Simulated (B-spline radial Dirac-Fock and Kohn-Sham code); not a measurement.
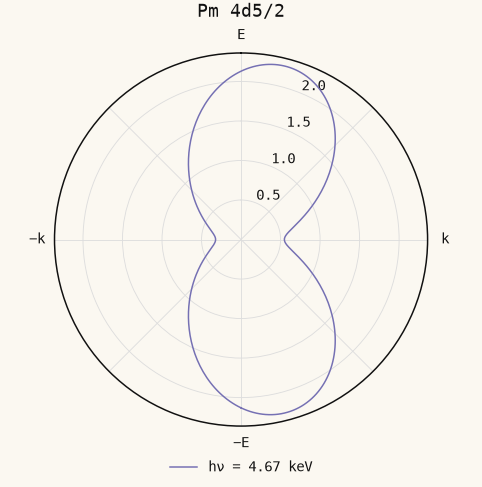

Figure. Angular distribution of photoelectrons from N5 (4d5/2) in the plane of the polarisation E (up) and the photon direction k (right), relative to an isotropic one. Species: neutral Pm. The calculation used a Dirac–Hartree–Slater potential; 1 + βP₂(cos θ) + (δ + γ cos²θ) sin θ cos φ with E1 and E1–E2 terms (a B-spline radial code). Open shells are averaged over j.

At 4.67 keV, β = 1.130, γ = 0.901 and δ = 0.113. At 4.67 keV the emission 45° forward of E is 1.9 times that 45° backward, and the lobe peaks 14° from E towards k.
